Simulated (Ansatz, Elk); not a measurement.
# YSiBOs3: X-ray structure factors from the self-consistent density

Structure refinements treat a crystal as free atoms side by side. For a made-up structure of YSiBOs3 (cell and positions from a PBE relaxation) the runs below show what the calculated density changes in F(hkl).

Program: Elk 11.2.3 (patched build). Level of theory: DFT, PBE, all-electron APW+lo, Dirac cores, scalar-relativistic bands, static density, no spin. Results are calculated unless marked as measured.

The structure was built from a prototype and need not be the compound's stable phase.

## (1) The structure

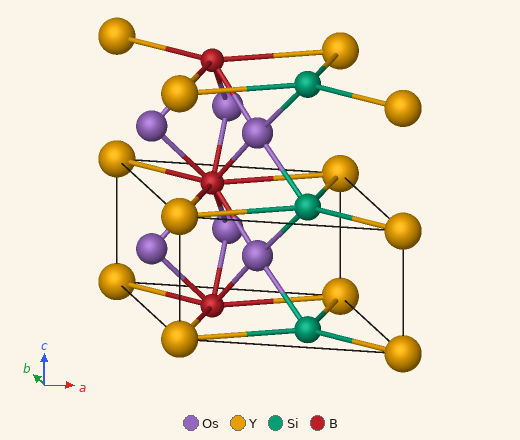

The starting structure, seen slightly off an axis (osmium purple, yttrium orange, silicon teal, boron red). 1×1×2 cells are drawn. Some periodic images of atoms are drawn too.

## (2) Ground state and structure factors

An all-electron density is needed, since X-rays see the cores too. Task 0 finds the density and task 195 Fourier-transforms it; tshift is off so that phases refer to the origin typed.

elk.in

```
tasks
  0
  195

xctype
  20

spinpol
  .false.

rgkmax
  7.0

gmaxvr
  14.0

lmaxo
  7

lmaxapw
  8

swidth
  0.002

tshift
  .false.

ramdisk
  .false.

hmaxvr
  5.5

maxscl
  120

epspot
  1e-06

sppath
  './'

avec
  10.86869912265 0.00000000000 0.00000000000
  -5.43434956133 9.41256954630 0.00000000000
  0.00000000000 0.00000000000 5.99368637876

atoms
  4
  'Os.in'
  3
  0.4911209468 0.9822418937 0.5000000000   0.000000 0.000000 0.000000
  0.4911209468 0.5088790532 0.5000000000   0.000000 0.000000 0.000000
  0.0177581063 0.5088790532 0.5000000000   0.000000 0.000000 0.000000
  'Y.in'
  1
  0.0000000000 0.0000000000 0.0000000000   0.000000 0.000000 0.000000
  'Si.in'
  1
  0.6666666667 0.3333333333 0.0000000000   0.000000 0.000000 0.000000
  'B.in'
  1
  0.3333333333 0.6666666667 0.0000000000   0.000000 0.000000 0.000000

ngridk
  5 5 7
```

Run with:

```console
> OMP_NUM_THREADS=4 elk
```

Numbers of over 12 decimals in the logs are rounded to 6 here.

The log of the run:

```text
┌─────────────────────────┐
│ Elk code version 11.2.3 │
└─────────────────────────┘

All units are atomic (Hartree, Bohr, etc.)

┌─────────────────────────────────────────────────┐
│ Ground-state run starting from atomic densities │
└─────────────────────────────────────────────────┘

Lattice vectors :
   10.86869912       0.000000000       0.000000000
  -5.434349561       9.412569546       0.000000000
   0.000000000       0.000000000       5.993686379

Reciprocal lattice vectors :
  0.5780991116      0.3337656777      -0.000000000
   0.000000000      0.6675313554       0.000000000
   0.000000000      -0.000000000       1.048300647

Unit cell volume      :    613.1684197
Brillouin zone volume :   0.4045384685

Muffin-tin inner radius fraction :   0.1000000000E-01

Nuclei treated as point charges

Species : 1 (Os)
 parameters loaded from : Os.in
 name : osmium
 nuclear charge    :   -76.00000000
 electronic charge :    76.00000000
 atomic mass :    346768.0767
 muffin-tin radius :    2.411968227
 number of radial points in muffin-tin :   1393
 inner part over the whole radius :   0.9940069796E-02
 number on inner part of muffin-tin    :    996
 approximate nuclear radius :   0.1019601503E-03
 number of mesh points to nuclear radius :    526
 atomic positions (lattice), magnetic fields (Cartesian) :
  1 :   0.49112095  0.98224189  0.50000000    0.00000000  0.00000000  0.00000000
  2 :   0.49112095  0.50887905  0.50000000    0.00000000  0.00000000  0.00000000
  3 :   0.01775811  0.50887905  0.50000000    0.00000000  0.00000000  0.00000000

Species : 2 (Y)
 parameters loaded from : Y.in
 name : yttrium
 nuclear charge    :   -39.00000000
 electronic charge :    39.00000000
 atomic mass :    162065.4503
 muffin-tin radius :    2.600000000
 number of radial points in muffin-tin :   1193
 inner part over the whole radius :   0.9871815862E-02
 number on inner part of muffin-tin    :    847
 approximate nuclear radius :   0.8135895711E-04
 number of mesh points to nuclear radius :    416
 atomic positions (lattice), magnetic fields (Cartesian) :
  1 :   0.00000000  0.00000000  0.00000000    0.00000000  0.00000000  0.00000000

Species : 3 (Si)
 parameters loaded from : Si.in
 name : silicon
 nuclear charge    :   -14.00000000
 electronic charge :    14.00000000
 atomic mass :    51196.73458
 muffin-tin radius :    1.940909488
 number of radial points in muffin-tin :    793
 inner part over the whole radius :   0.9897908291E-02
 number on inner part of muffin-tin    :    551
 approximate nuclear radius :   0.5963282101E-04
 number of mesh points to nuclear radius :    248
 atomic positions (lattice), magnetic fields (Cartesian) :
  1 :   0.66666667  0.33333333  0.00000000    0.00000000  0.00000000  0.00000000

Species : 4 (B)
 parameters loaded from : B.in
 name : boron
 nuclear charge    :   -5.000000000
 electronic charge :    5.000000000
 atomic mass :    19707.24742
 muffin-tin radius :    1.757532862
 number of radial points in muffin-tin :    593
 inner part over the whole radius :   0.9790452374E-02
 number on inner part of muffin-tin    :    404
 approximate nuclear radius :   0.4534157419E-04
 number of mesh points to nuclear radius :    161
 atomic positions (lattice), magnetic fields (Cartesian) :
  1 :   0.33333333  0.66666667  0.00000000    0.00000000  0.00000000  0.00000000

Total number of atoms per unit cell :    6
Total muffin-tin volume :    303.3189743
 ratio of muffin-tin to unit cell volume :   0.4946748146

Spin treatment :
 spin-unpolarised

Number of Bravais lattice symmetries :   24
Number of crystal symmetries         :   12
Crystal has no inversion symmetry
Complex Hermitian eigensolver will be used

k-point grid :      5     5     7
k-point offset :    0.000000000       0.000000000       0.000000000
k-point set is reduced with full crystal symmetry group
Total number of k-points :       28

Muffin-tin radius times maximum |G+k| :    7.000000000
 using average radius
[...]
total energy                :     -55551.152334835

Density of states at Fermi energy :    83.79017029
 (states/Hartree/unit cell)

Estimated indirect band gap :   0.5693318506E-03
 from k-point 11 to k-point 27
Estimated direct band gap   :   0.4746120219E-02
 at k-point 1

Charges :
 core                        :    178.0000000
 valence                     :    108.0000000
 interstitial                :    11.58770136
 muffin-tins (core leakage)
  species : 1 (Os)
[...]
species : 2 (Y)
[...]
species : 3 (Si)
[...]
species : 4 (B)
[...]
total in muffin-tins        :    274.4122986
 total calculated charge     :    285.9940287
 total charge                :    286.0000000
 error                       :   0.5971279030E-02

RMS change in Kohn-Sham potential (target) :    1.785175269     (  0.1000000000E-05)
Absolute change in total energy (target)   :    2.578456680     (  0.1000000000E-03)

[... loops 3 to 18 left out ...]

┌──────────────────┐
│ Loop number : 19 │
└──────────────────┘

Energies :
 Fermi                       :     0.420472
 sum of occupied eigenvalues :     -33948.135558669
 electron kinetic            :      62664.550677642
 core electron kinetic       :      60350.514250867
 Coulomb                     :     -117052.77666842
 Coulomb potential           :     -95098.037888211
 nuclear-nuclear             :     -5049.4926685291
 electron-nuclear            :     -129012.44386945
 Hartree                     :      17009.159869556
 Madelung                    :     -69503.757724316
 xc potential                :     -1514.6483481003
 exchange                    :     -1141.6064237842
 correlation                 :     -16.719211590672
 electron entropic           :    -0.10217029935517E-02
 total energy                :     -55546.552647857

Density of states at Fermi energy :    75.89660687
 (states/Hartree/unit cell)

Estimated indirect band gap :   0.8855464077E-03
 from k-point 7 to k-point 22
Estimated direct band gap   :   0.1457547633E-01
 at k-point 8

Charges :
 core                        :    178.0000000
 valence                     :    108.0000000
 interstitial                :    11.22920620
 muffin-tins (core leakage)
  species : 1 (Os)
[...]
species : 2 (Y)
[...]
species : 3 (Si)
[...]
species : 4 (B)
[...]
total in muffin-tins        :    274.7707938
 total calculated charge     :    285.9942304
 total charge                :    286.0000000
 error                       :   0.5769646080E-02

RMS change in Kohn-Sham potential (target) :   0.2224135485E-06 (  0.1000000000E-05)
Absolute change in total energy (target)   :   0.1703917223E-04 (  0.1000000000E-03)

Convergence targets achieved

┌──────────────────┐
│ Loop number : 20 │
└──────────────────┘

Energies :
 Fermi                       :     0.420472
 sum of occupied eigenvalues :     -33948.135557005
 electron kinetic            :      62664.550677903
 core electron kinetic       :      60350.514250414
 Coulomb                     :     -117052.77666789
 Coulomb potential           :     -95098.037885749
 nuclear-nuclear             :     -5049.4926685291
 electron-nuclear            :     -129012.44387088
 Hartree                     :      17009.159871520
 Madelung                    :     -69503.757725019
 xc potential                :     -1514.6483491592
 exchange                    :     -1141.6064238053
 correlation                 :     -16.719211589631
 electron entropic           :    -0.10217029517648E-02
 total energy                :     -55546.552647088

Density of states at Fermi energy :    75.89660297
 (states/Hartree/unit cell)

Estimated indirect band gap :   0.8855478199E-03
 from k-point 7 to k-point 22
Estimated direct band gap   :   0.1457547505E-01
 at k-point 8

Charges :
 core                        :    178.0000000
 valence                     :    108.0000000
 interstitial                :    11.22920615
 muffin-tins (core leakage)
  species : 1 (Os)
[...]
species : 2 (Y)
   atom 1                    :    36.76218379     (  0.8574129716E-05)
  species : 3 (Si)
   atom 1                    :    11.81925097     (  0.5173700026E-02)
  species : 4 (B)
   atom 1                    :    3.868081459     (  0.9159355203E-04)
 total in muffin-tins        :    274.7707938
 total calculated charge     :    285.9942304
 total charge                :    286.0000000
 error                       :   0.5769646087E-02

┌──────────────────────────────┐
│ Self-consistent loop stopped │
└──────────────────────────────┘

Warning : the lowest level lies among the core levels :   -2.730515994      -2.869795120

Warning : core states of species 3 leak from the muffin-tin :   0.5173700026E-02

Wrote STATE.OUT
```

Elapsed: 79 s, on 4 threads of Arm Neoverse V1, shared host; peak memory 0.29 GiB.

SFACRHO.OUT:

```text

h k l indices transformed by vhmat matrix:
   1.000000000       0.000000000       0.000000000    
   0.000000000       1.000000000       0.000000000    
   0.000000000       0.000000000       1.000000000    

      h      k      l  multipl.   |H|            Re(F)            Im(F)           |F|

      0      0      0      1   0.0000000       286.00000      0.21497731E-15   286.00000    
      0     -1      0      3  0.66753136      -44.915289       9.0287499       45.813770    
     -1      0      0      3  0.66753136      -44.915289      -9.0287499       45.813770    
      0      0     -1      2   1.0483006      -156.09700     -0.24189091E-13   156.09700    
      1     -2      0      6   1.1561982      -19.369352      0.44012673E-07   19.369352    
     -1      0      1      6   1.2427922       90.016887       20.588341       92.341322    
      0     -1      1      6   1.2427922       90.016887      -20.588341       92.341322    
      2      0      0      3   1.3350627       214.05180       5.8985677       214.13305    
     -2      0      0      3   1.3350627       214.05180      -5.8985677       214.13305    
      1      1      1     12   1.5606821       100.48804     -0.19389273E-13   100.48804    
      0     -2     -1      6   1.6974471      -154.87464       5.6426417       154.97740    
     -2      0      1      6   1.6974471      -154.87464      -5.6426417       154.97740    
     -2      3      0      6   1.7661220      -35.919352      -31.632184       47.862249    
      1      2      0      6   1.7661220      -35.919352       31.632184       47.862249    
      3     -3      0      3   2.0025941      -21.647461      -37.527743       43.323712    
      0     -3      0      3   2.0025941      -21.647461       37.527743       43.323712    
     -2      3     -1     12   2.0538065       76.642558       19.534158       79.092762    
     -2     -1     -1     12   2.0538065       76.642558      -19.534158       79.092762
```

Elk indexes on the primitive cell of elk.in and gives |H| = 4π sin θ/λ in inverse bohr. Below, one row stands for each form hkl of the conventional cell (m members, Friedel mates merged), F is for one primitive cell and the density is static (no thermal factor). Free-atom factors are Waasmaier and Kirfel's, and R is Σm||F|−|F'||/Σm|F|.

```csv
hkl,m,sin θ/λ (Å⁻¹),"abs F, DFT",neutral atoms,diff.,abs of complex diff.
100,6,0.100,45.814,45.711,+0.103,0.104
001,2,0.158,156.097,156.162,-0.065,0.065
110,6,0.174,19.369,19.380,-0.011,0.011
101,12,0.187,92.341,92.600,-0.259,0.261
200,6,0.201,214.133,214.647,-0.514,0.515
111,12,0.235,100.488,100.548,-0.060,0.060
201,12,0.255,154.978,155.611,-0.633,0.640
210,12,0.266,47.862,48.103,-0.241,0.245
300,6,0.301,43.324,43.604,-0.281,0.315
211,24,0.309,79.093,79.140,-0.047,0.051
002,2,0.315,203.161,203.930,-0.769,0.769
102,12,0.331,35.171,35.394,-0.223,0.245
301,12,0.340,97.229,97.409,-0.180,0.181
220,6,0.348,189.496,189.897,-0.401,0.401
112,12,0.360,17.952,17.909,+0.043,0.043
310,12,0.362,28.287,28.407,-0.120,0.130
202,12,0.374,174.039,174.024,+0.015,0.022
221,12,0.382,116.585,116.674,-0.089,0.089
311,24,0.395,66.229,66.096,+0.133,0.135
400,6,0.402,162.531,162.719,-0.188,0.201
212,24,0.412,40.757,40.729,+0.028,0.043
401,12,0.431,121.302,121.224,+0.078,0.087
```

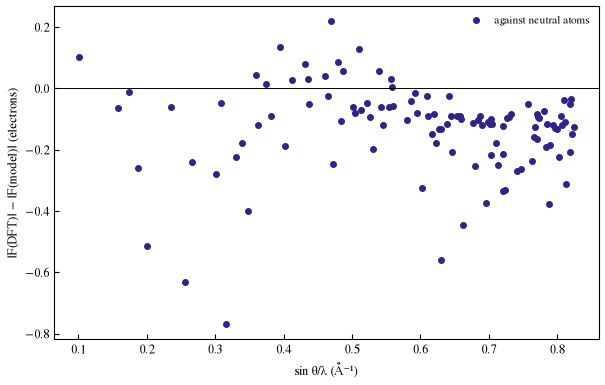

Difference between the calculated structure factors and the independent-atom ones.

## (3) The highest occupied states alone

An energy window below the Fermi level keeps the highest occupied states, to see at which angles they scatter; shallow core shells can lie inside it and anion s states outside. No new self-consistency is needed.

elk.in: that of step 2 with these lines changed.

```diff
@@ -1,3 +1,2 @@
 tasks
-  0
   195
@@ -40,2 +39,5 @@
 
+wsfac
+  -0.020520 0.720470
+
 sppath
```

Run with:

```console
> OMP_NUM_THREADS=4 elk
```

The log of the run:

```text
┌─────────────────────────────────┐
│ Elk code version 11.2.3 started │
└─────────────────────────────────┘

Info(readinput): the functional depends on the density's gradient
 muffin-tin radial points multiplied by    2.00000
 (not where nrmtscf is given)

┌────────────────────┐
│ Current task : 195 │
└────────────────────┘
Info(checkmt): changed muffin-tin radius of species 1 (Os) from   2.8000 to   2.4120
Info(checkmt): changed muffin-tin radius of species 3 (Si) from   2.2000 to   1.9409
Info(checkmt): changed muffin-tin radius of species 4 (B) from   1.8000 to   1.7575

Info(sfacrho): density structure factors written to SFACRHO.OUT

 Energy window :  -0.2052000000E-01  0.7204700000

┌──────────────────┐
│ Elk code stopped │
└──────────────────┘
```

Wall time 17 s (4 threads); peak memory 0.16 GiB.

States within 12 eV below the Fermi level hold 34.00 electrons; any levels below the window count with the cores. Their amplitudes can exceed the total, where window and core parts have opposite phase:

```csv
hkl,sin θ/λ (Å⁻¹),"abs F, window","abs F, all"
100,0.100,6.850,45.814
001,0.158,7.216,156.097
110,0.174,0.655,19.369
101,0.187,1.546,92.341
200,0.201,5.082,214.133
111,0.235,2.064,100.488
201,0.255,2.689,154.978
210,0.266,0.867,47.862
300,0.301,0.246,43.324
211,0.309,0.573,79.093
```

## (4) Another functional

The difference from free atoms is small, so it is set against the change that LDA (Perdew-Wang) makes.

elk.in: that of step 3 with these lines changed.

```diff
@@ -1,2 +1,3 @@
 tasks
+  0
   195
@@ -4,3 +5,3 @@
 xctype
-  20
+  3
 
@@ -39,5 +40,2 @@
 
-wsfac
-  -0.020520 0.720470
-
 sppath
```

Run with:

```console
> OMP_NUM_THREADS=4 elk
```

The log of the run:

```text
┌─────────────────────────┐
│ Elk code version 11.2.3 │
└─────────────────────────┘

All units are atomic (Hartree, Bohr, etc.)

┌─────────────────────────────────────────────────┐
│ Ground-state run starting from atomic densities │
└─────────────────────────────────────────────────┘

Lattice vectors :
   10.86869912       0.000000000       0.000000000
  -5.434349561       9.412569546       0.000000000
   0.000000000       0.000000000       5.993686379

Reciprocal lattice vectors :
  0.5780991116      0.3337656777      -0.000000000
[...]
species : 3 (Si)
   atom 1                    :    11.83033042     (  0.5298289906E-02)
  species : 4 (B)
   atom 1                    :    3.863051108     (  0.9612591739E-04)
 total in muffin-tins        :    274.8432652
 total calculated charge     :    285.9940926
 total charge                :    286.0000000
 error                       :   0.5907402521E-02

┌──────────────────────────────┐
│ Self-consistent loop stopped │
└──────────────────────────────┘

Warning : the lowest level lies among the core levels :   -2.742218238      -2.873953570

Warning : core states of species 3 leak from the muffin-tin :   0.5298289906E-02

Wrote STATE.OUT
[key lines of the parts left out:]
total energy                :     -55512.062539316
```

Run time: 50 s. Hardware: 4 threads; peak memory 0.2 GiB.

Against the first run R = 0.02 %; the largest change is -0.047 at 442.

## (5) Basis size

A smaller basis shows how fast F responds to it; the change is likely larger than the basis error of the first run, but doesn't show convergence.

elk.in: that of step 4 with these lines changed.

```diff
@@ -5,3 +5,3 @@
 xctype
-  3
+  20
 
@@ -11,3 +11,3 @@
 rgkmax
-  7.0
+  5.5
```

Run with:

```console
> OMP_NUM_THREADS=4 elk
```

The log of the run:

```text
┌─────────────────────────┐
│ Elk code version 11.2.3 │
└─────────────────────────┘

All units are atomic (Hartree, Bohr, etc.)

┌─────────────────────────────────────────────────┐
│ Ground-state run starting from atomic densities │
└─────────────────────────────────────────────────┘

Lattice vectors :
   10.86869912       0.000000000       0.000000000
  -5.434349561       9.412569546       0.000000000
   0.000000000       0.000000000       5.993686379

Reciprocal lattice vectors :
  0.5780991116      0.3337656777      -0.000000000
[...]
species : 3 (Si)
   atom 1                    :    11.81186370     (  0.5164721772E-02)
  species : 4 (B)
   atom 1                    :    3.846026405     (  0.9118544372E-04)
 total in muffin-tins        :    274.4574463
 total calculated charge     :    285.9943844
 total charge                :    286.0000000
 error                       :   0.5615581201E-02

┌──────────────────────────────┐
│ Self-consistent loop stopped │
└──────────────────────────────┘

Warning : the lowest level lies among the core levels :   -2.765631434      -2.897985549

Warning : core states of species 3 leak from the muffin-tin :   0.5164721772E-02

Wrote STATE.OUT
[key lines of the parts left out:]
total energy                :     -55546.339907256
```

Elapsed: 59 s, on 4 threads; peak memory 0.28 GiB.

Against the first run R = 0.02 %; the largest change is +0.124 at 202.

## (6) Settings against the effect

```csv
run,R against the first run (%),"R against neutral atoms, low angle (%)",wall time
"PBE, rgkmax 7",0.00,0.27,79 s
LDA (Perdew-Wang),0.02,0.26,50 s
rgkmax 5.5,0.02,0.31,59 s
```

## (7) What came out

* R against neutral atoms, sin θ/λ < 0.3 Å⁻¹: 0.27 %
* R against neutral atoms, 0.3 to 0.82 Å⁻¹: 0.19 %

What this shows: Independent neutral atoms miss the calculated amplitudes by R = 0.27 % below 0.3 Å⁻¹ and 0.19 % from there to 0.82 Å⁻¹; by shells, 0.22 % below 0.15 Å⁻¹ (1 form), 0.27 % 0.15 to 0.3 (7 forms), 0.14 % 0.3 to 0.45 (16 forms), 0.20 % above 0.45 (91 forms). Bonding, aspherical density and the tables' own atoms all enter these figures, and the runs don't part them. The largest change of an amplitude is -0.77 electrons, at 002. R counts amplitudes alone; phases shift too. The window's part falls from 34.0 electrons at the origin to at most 0.64 between 0.45 and 0.82 Å⁻¹. Below 0.3 Å⁻¹ the changes that finished (LDA (Perdew-Wang) and rgkmax 5.5) move F by R = 0.04 % at most, against the 0.27 % that separates it from free atoms. The k-mesh has no finished test. These runs have no spin, though d or f shells may be open. Spin-orbit coupling is left out, which can matter for elements this heavy. Part of the difference isn't bonding: the tables are fits to free atoms and ions calculated by other methods than this functional. Thermal motion, anomalous dispersion and extinction are left out.

[Logs are printed without paths, hosts, clocks, repeated set-up lines and the standing remarks that a program may print on its own settings, such as how far it seeks lower states.]

[Hosts, paths, dates, database ids (printed as entryN), source tags and the programs' standing remarks are cut or masked in the printed files.]
